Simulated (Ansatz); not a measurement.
**UPBE/STO-3G run of BH2SO (SMILES O[B]S)**

What is the electronic atomisation energy of BH2SO at UPBE/STO-3G? 

The results are computed with Ansatz 0.2.0.

76 further runs of the same task are left out: 2 that didn't finish, 74 set aside as unsound or not needed.

### Step 1. The molecule

BH2SO: 5 atoms, total charge 0, spin state doublet. As SMILES, `O[B]S`. Geometry: relaxed at PBE0-D4/def2-TZVP. This is a higher conformer, about 7 kJ/mol above the lowest found by a separate search.

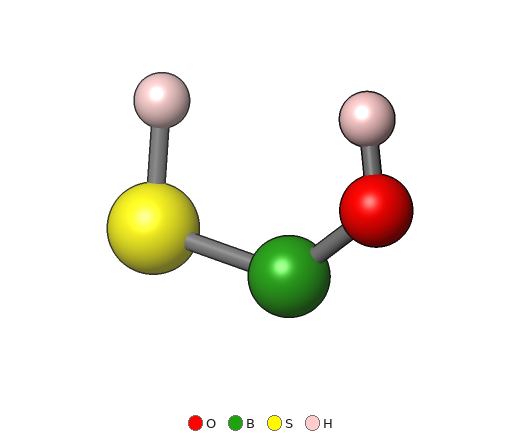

Viewed from a chosen angle; oxygen red, boron green, sulfur yellow, hydrogen pink.

### Step 2. The energy at UPBE/STO-3G

Contents of molecule.yaml:

```yaml
crystal:
  periodic: [false, false, false]
  atoms:
    - {symbol: O, position_ang: [-1.294700, -0.054700, -0.435600]}
    - {symbol: B, position_ang: [-0.454300, 0.825600, 0.109700]}
    - {symbol: S, position_ang: [1.253800, 0.694200, 0.611100]}
    - {symbol: H, position_ang: [-0.947100, -0.940000, -0.604700]}
    - {symbol: H, position_ang: [1.492100, -0.598600, 0.278200]}
basis:
  gaussian:
    orbitals: STO-3G
magnetization:
  spin_polarized: true
  initial_magnetization: 1
hamiltonian:
  xc: {name: PBE}
accuracy: high
```

Command:

```sh
$ ansatz run molecule.yaml --threads 1 --pin off --max-ram 2610MiB --events-out events.jsonl --progress --plain --runs-dir runs
```

Standard output:

```text
Warning: RAYON_NUM_THREADS=1 ignored (pool sized by the plan → 1); use --threads N
Functional definition: PBE
  name "PBE"
  parameter kappa = 0.804
  parameter beta = 0.06672455060314922
  exchange = pbe_x(kappa = kappa, mu = beta*pi^2/3)
  correlation = pbe_c(beta = beta)
374 factors; integrals over basis functions are off by at most 3.2e-8 eV
mean field evaluation 1: about -13424.6025 eV, gradient 7.1e0 eV
mean field evaluation 2: about -13424.5323 eV, gradient 9.2e0 eV
mean field evaluation 4: about -13425.0752 eV, gradient 7.5e-1 eV
mean field evaluation 8: about -13425.0383 eV, gradient 1.9e-2 eV
mean field evaluation 16: about -13425.0383 eV, gradient 7.7e-7 eV
mean field -13425.03826048 eV, -493.3610562548 hartree, gradient 4.0e-8 eV, S^2 0.754227; 0 other end points of the search recorded, 0 dependent functions left out
reference -13425.03826228 eV, -493.3610563210 hartree; 16, 15 occupied and 5, 6 virtual orbitals, 374 factors
Total energy: -13425.03826228 eV, -493.3610563210 hartree
```

Run time: 2 s. Hardware: 1 thread of Arm Neoverse V1, shared host; peak memory 0.13 GiB.

### Step 3. The B atom

Contents of input.yaml:

```yaml
crystal:
  periodic: [false, false, false]
  atoms:
    - {symbol: B, position_ang: [0.000000, 0.000000, 0.000000]}
basis:
  gaussian:
    orbitals: STO-3G
total_charge: 0
accuracy: high
hamiltonian:
  xc: pbe
magnetization:
  spin_polarized: true
  initial_magnetization: 1
```

Command:

```sh
$ ansatz run input.yaml --threads 1 --pin off --max-ram 2610MiB --events-out events.jsonl --progress --plain --runs-dir runs
```

Standard output, cut to the lines that bear on the results:

```text
Warning: RAYON_NUM_THREADS=1 ignored (pool sized by the plan → 1); use --threads N
[... 6 set-up lines as earlier in the session ...]
15 factors; integrals over basis functions are off by at most 8.9e-10 eV
mean field evaluation 1: about -659.1828 eV, gradient 1.2e-6 eV
mean field evaluation 2: about -659.1827 eV, gradient 3.8e-6 eV
mean field evaluation 4: about -659.1827 eV, gradient 8.0e-7 eV
mean field evaluation 8: about -659.1825 eV, gradient 0.0e0 eV
mean field evaluation 16: about -659.1379 eV, gradient 5.5e0 eV
mean field -659.18268237 eV, -24.2245167672 hartree, gradient 0.0e0 eV, S^2 0.750000; 2 other end points of the search recorded, 0 dependent functions left out
reference -659.18268363 eV, -24.2245168132 hartree; 3, 2 occupied and 2, 3 virtual orbitals, 15 factors
Total energy: -659.18268363 eV, -24.2245168132 hartree
```

Wall time 0.28 s (1 thread of Arm Neoverse V1, shared host).

### Step 4. The H atom at the same level

Contents of run.yaml:

```yaml
crystal:
  periodic: [false, false, false]
  atoms:
    - {symbol: H, position_ang: [0.000000, 0.000000, 0.000000]}
basis:
  gaussian: {orbitals: STO-3G}
magnetization: {spin_polarized: true, initial_magnetization: 1}
hamiltonian: {xc: {name: PBE}}
accuracy: high
```

Run the same way, it converges to -0.46438 Eh (log not shown).

### Step 5. The O atom

Contents of input.yaml:

```yaml
crystal:
  periodic: [false, false, false]
  atoms:
    - {symbol: O, position_ang: [0.000000, 0.000000, 0.000000]}
basis:
  gaussian: {orbitals: STO-3G}
magnetization: {spin_polarized: true, initial_magnetization: 2}
accuracy: high
hamiltonian: {xc: pbe}
```

Run the same way, it converges to -73.94877 Eh (log not shown).

### Step 6. The S atom

Contents of in.yaml:

```yaml
crystal:
  periodic: [false, false, false]
  atoms:
    - {symbol: S, position_ang: [0.000000, 0.000000, 0.000000]}
basis:
  gaussian: {orbitals: STO-3G}
magnetization: {spin_polarized: true, initial_magnetization: 2}
hamiltonian: {xc: pbe}
accuracy: high
```

Run the same way, it converges to -393.47895 Eh (log not shown).

### Step 7. Results

Level: UPBE/STO-3G.

| quantity | value |
| --- | --- |
| molecule: total energy | -493.36106 Eh |
| molecule: ⟨S²⟩ | 0.754 |
| B atom: total energy | -24.22452 Eh |
| B atom: ⟨S²⟩ | 0.750 |
| H atom: total energy | -0.46438 Eh |
| H atom: ⟨S²⟩ | 0.750 |
| O atom: total energy | -73.94877 Eh |
| O atom: ⟨S²⟩ | 2.000 |
| S atom: total energy | -393.47895 Eh |
| S atom: ⟨S²⟩ | 2.000 |
| electronic atomisation energy | 21.227 eV |

What this shows: Taking the molecule apart into free atoms costs 21.23 eV (490 kcal/mol), before zero-point energy and without spin-orbit coupling. In a minimal basis such a difference can be off by several eV, whatever the method.
